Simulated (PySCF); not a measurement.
# C2H7AlF2O: NMR shifts, electronic excitations and K edges in gas and solvents, part 2 of 2

PySCF 2.14.0. Atoms count from 0.

### Step 5. TDDFT and polarisability: B3LYP/def2-SVPD in benzene

The job: settings as JSON, then the geometry in Å.

```
{"job": {"kind": "uv", "xc": "B3LYP", "basis": "def2-SVPD", "solvent": "benzene", "nstates": 6, "ntriplets": 0}, "charge": 0, "multiplicity": 1}
F     -1.582531    -1.201287    -1.278656
C     -1.198129    -0.824650    -0.044645
O     -0.068085     0.011828    -0.145841
Al     1.677693    -0.511619     0.806519
C     -0.299117     1.284655    -0.705459
F     -0.995312     2.039322     0.167842
H     -0.881064    -1.698107     0.542074
H     -2.016530    -0.272091     0.442012
H      1.173605    -0.465374     2.324789
H      1.843028    -1.961019     0.150042
H      2.530418     0.718002     0.237742
H      0.694081     1.717465    -0.883625
H     -0.883138     1.163601    -1.630283
```

Method: TDDFT B3LYP/def2-SVPD, vertical, IEF-PCM benzene (non-equilibrium linear response), core orbitals frozen in the response.

What it wrote:

```text
coarse grid: 11400 points
cycle   1  E = -597.2661085474  dE =  4.687e-01  |g| = 7.232e-01  |ddm| = 4.344e+00
cycle   2  E = -597.1798933693  dE =  8.622e-02  |g| = 1.041e+00  |ddm| = 1.422e+00
cycle   3  E = -597.3580941602  dE = -1.782e-01  |g| = 6.492e-02  |ddm| = 8.372e-01
cycle   4  E = -597.3587975698  dE = -7.034e-04  |g| = 2.235e-02  |ddm| = 8.569e-02
cycle   5  E = -597.3588886286  dE = -9.106e-05  |g| = 6.582e-03  |ddm| = 2.619e-02
cycle   6  E = -597.3588946172  dE = -5.989e-06  |g| = 3.295e-03  |ddm| = 7.316e-03
cycle   7  E = -597.3588966831  dE = -2.066e-06  |g| = 1.625e-04  |ddm| = 2.789e-03
final grid: 106328 points
cycle   8  E = -597.4487809369  dE = -3.776e-05  |g| = 5.411e-03  |ddm| = 8.880e-02
cycle   9  E = -597.4487760634  dE =  4.874e-06  |g| = 7.711e-03  |ddm| = 1.186e-02
cycle  10  E = -597.4487862120  dE = -1.015e-05  |g| = 4.461e-04  |ddm| = 6.047e-03
cycle  11  E = -597.4487862501  dE = -3.808e-08  |g| = 1.568e-04  |ddm| = 6.698e-04
cycle  12  E = -597.4487862551  dE = -5.009e-09  |g| = 5.026e-05  |ddm| = 1.951e-04
cycle  13  E = -597.4487862555  dE = -3.517e-10  |g| = 2.121e-05  |ddm| = 4.661e-05
converged SCF energy = -597.4487862555

Static polarisability (au): isotropic 73.514, principal 70.120 74.161 76.263

Singlet excitations
state   eV       nm        f      main configurations
  1   6.3867    194.1   0.00444   H->L 0.96
  2   6.5864    188.2   0.01898   H-1->L 0.96
  3   7.1145    174.3   0.07734   H->L+1 0.94
  4   7.2788    170.3   0.09305   H-1->L+1 0.94
  5   7.4744    165.9   0.10537   H->L+2 0.70, H-1->L+2 0.13
  6   7.5692    163.8   0.02526   H-1->L+2 0.50, H->L+2 0.25, H->L+3 0.09
```

Run time: 19 s. Hardware: 1 thread, shared host.

Key values: HOMO -7.65 eV, LUMO -0.16 eV; lowest singlet 6.39 eV.

### Step 6. K-edge absorption: BHandHLYP/def2-SVPD+aug-pcX-1+pcseg-1

Same as in step 5 but for these lines:

```diff
@@ -1,2 +1,2 @@
-{"job": {"kind": "uv", "xc": "B3LYP", "basis": "def2-SVPD", "solvent": "benzene", "nstates": 6, "ntriplets": 0}, "charge": 0, "multiplicity": 1}
+{"job": {"kind": "xas", "xc": "BHandHLYP", "basis": {"default": "aug-pcX-1", "H": "pcseg-1", "Al": "def2-SVPD"}}, "charge": 0, "multiplicity": 1}
 F     -1.582531    -1.201287    -1.278656
```

Level: core-valence-separated TDA BHandHLYP/aug-pcX-1 H:pcseg-1 Al:def2-SVPD, K edges, non-relativistic, gas phase.

What it wrote:

```text
coarse grid: 11400 points
cycle   1  E = -597.3019337617  dE =  5.227e-01  |g| = 7.702e-01  |ddm| = 3.273e+00
cycle   2  E = -597.3132937931  dE = -1.136e-02  |g| = 8.077e-01  |ddm| = 8.932e-01
cycle   3  E = -597.4103758866  dE = -9.708e-02  |g| = 6.098e-02  |ddm| = 4.035e-01
cycle   4  E = -597.4108887029  dE = -5.128e-04  |g| = 2.664e-02  |ddm| = 6.426e-02
cycle   5  E = -597.4110101156  dE = -1.214e-04  |g| = 6.426e-03  |ddm| = 2.018e-02
cycle   6  E = -597.4110161552  dE = -6.040e-06  |g| = 2.554e-03  |ddm| = 5.757e-03
final grid: 106328 points
cycle   7  E = -597.4553637175  dE = -8.049e-05  |g| = 4.225e-03  |ddm| = 3.091e-02
cycle   8  E = -597.4553633642  dE =  3.532e-07  |g| = 4.376e-03  |ddm| = 5.524e-03
cycle   9  E = -597.4553663096  dE = -2.945e-06  |g| = 5.087e-04  |ddm| = 2.576e-03
cycle  10  E = -597.4553663407  dE = -3.116e-08  |g| = 2.016e-04  |ddm| = 4.053e-04
cycle  11  E = -597.4553663484  dE = -7.618e-09  |g| = 3.158e-05  |ddm| = 1.325e-04
cycle  12  E = -597.4553663485  dE = -1.537e-10  |g| = 1.050e-05  |ddm| = 2.561e-05
converged SCF energy = -597.4553663485

C K edge
   eV          f      from atoms
  288.895   0.06410   C4
  288.940   0.06605   C1
  289.249   0.07418   C4
  289.275   0.05306   C1
  290.278   0.02483   C4
  290.315   0.04659   C1
  290.500   0.01914   C4
  290.526   0.00288   C1
  291.762   0.00362   C4
  291.769   0.00338   C1
  292.044   0.01050   C4 C1
  292.046   0.00608   C1 C4

O K edge
   eV          f      from atoms
  535.470   0.00880   O2
  536.217   0.04932   O2
  536.223   0.00771   O2
  536.602   0.00913   O2
  536.722   0.01055   O2
  537.523   0.00551   O2
  537.554   0.00724   O2
  537.687   0.00728   O2

F K edge
   eV          f      from atoms
  686.251   0.02521   F5
  686.283   0.02546   F0
  687.502   0.01238   F5
  687.538   0.01301   F0
  687.900   0.00933   F5
  687.954   0.00903   F0
  688.406   0.00250   F0
  688.431   0.00127   F5
  688.462   0.00066   F0
  688.516   0.00341   F5
  688.933   0.00224   F5
  689.018   0.00179   F0
```

Wall time 16 s (1 thread, shared host).

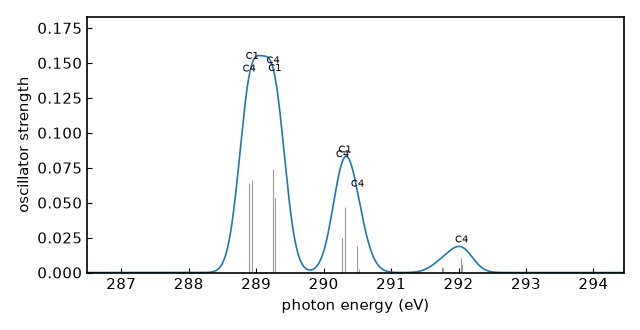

The C K edge. Lines are broadened to a width of 0.40 eV (Gaussian).

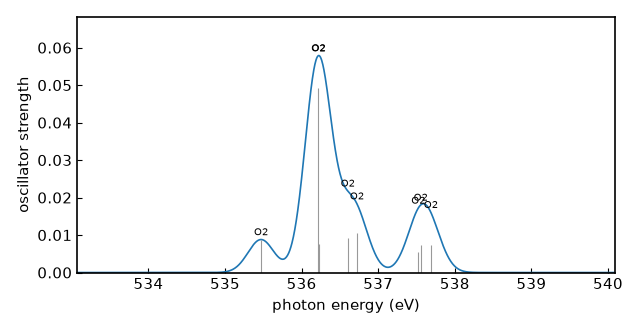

The O K edge. Lines are broadened to a width of 0.40 eV (Gaussian).

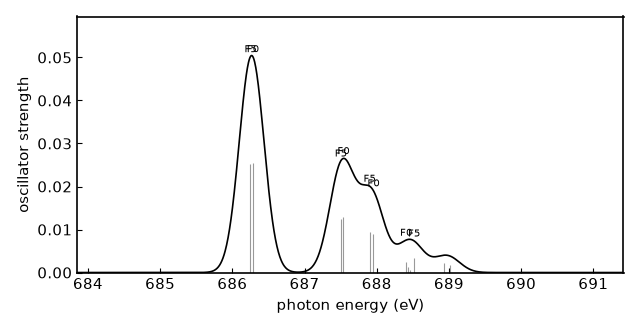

The F K edge. Lines are broadened to a width of 0.40 eV (Gaussian).

### Step 7. Side by side: electronic excitations

Excitations and ground-state properties, with basis size and wall time:

```
                       run  lowest singlet (eV)  brightest (eV)      f  gap (eV)  α (Å³)  μ (D)  functions  time
           B3LYP/def2-SVPD                 6.25            7.28  0.061      7.26    9.68   3.21        189  23 s
B3LYP/def2-SVPD in benzene                 6.39            7.47  0.105      7.49   10.89   3.53        189  19 s
```

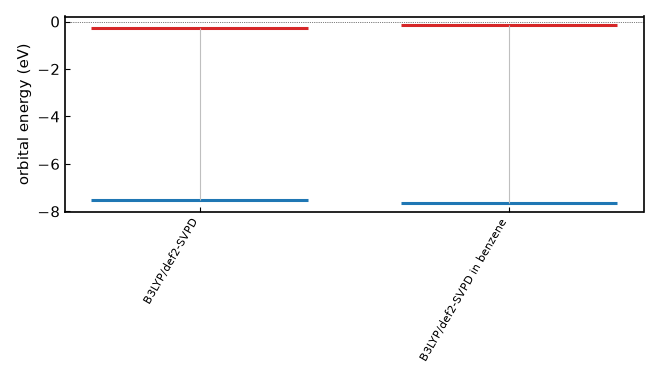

HOMO (blue) and LUMO (red) run by run.

### Step 8. Results

This closing draws on all 2 parts.

```
                                                                          quantity                                                  value
                                                                       point group                                                     C1
                                              rotational constants (main isotopes)                                   2.87, 2.12, 1.37 GHz
  ¹³C shifts against TMS (PBE0/pcSseg-1, benzene, means over atoms taken as alike)                                              100.4 ppm
   ¹H shifts against TMS (PBE0/pcSseg-1, benzene, means over atoms taken as alike)                                         5.79, 4.21 ppm
¹⁹F shifts against CFCl3 (PBE0/pcSseg-1, benzene, means over atoms taken as alike)                                             -186.6 ppm
                                   ¹⁷O shifts against H2O (PBE0/pcSseg-1, benzene)                                              120.6 ppm
                                ²⁷Al shifts against AlH4- (PBE0/pcSseg-1, benzene)                                               86.8 ppm
                                                  lowest singlet (B3LYP/def2-SVPD)                            6.25 eV (198 nm), f = 0.003
                                          brightest single state of those computed                            state 5, 7.28 eV, f = 0.061
                                                                          C K edge  first line 288.89 eV, strongest 289.25 eV (f = 0.074)
                                                                          O K edge  first line 535.47 eV, strongest 536.22 eV (f = 0.049)
                                                                          F K edge  first line 686.25 eV, strongest 686.28 eV (f = 0.025)
                                                       range of the lowest singlet                                        6.25 to 6.39 eV
```

What this shows: The optimisation took 15 steps and gained 0.205 eV; among the close pairs (by a distance rule), O2–Al3 changed most, from 1.913 to 2.056 Å. H6, H7, H11, H12 (mean) (hydrogen on an sp3 CH2 bonded to F and O) lies farthest downfield among hydrogen, at 5.79 ppm; its carbon carries F and O, which withdraws density. At PBE0/pcSseg-1: The largest span, 216 ppm, is at F0, F5, where the paramagnetic term is -107 ppm. The first singlet state (HOMO→LUMO 0.87, HOMO→LUMO+1 0.12) lies at 6.25 eV and is weak; of the 6 states computed, the strongest absorption comes from state 5 at 7.28 eV. At the C edge the strongest single line lifts a 1s electron of C4 into several orbitals, led by LUMO+2 (weight 0.16), 0.4 eV above the first line. At the O edge the strongest single line lifts a 1s electron of O2 into several orbitals, led by LUMO+1 (weight 0.20), 0.7 eV above the first line. At the F edge the strongest single line lifts a 1s electron of F0 into several orbitals, led by LUMO+4 (weight 0.24), 0.0 eV above the first line. Absolute edge energies from this method are off by several eV; spacings are better. The lowest singlet runs from 6.25 eV (B3LYP/def2-SVPD) to 6.39 eV (B3LYP/def2-SVPD in benzene), while the orbital gap spans 7.26 to 7.49 eV. The lowest state need not be the same one in every run.
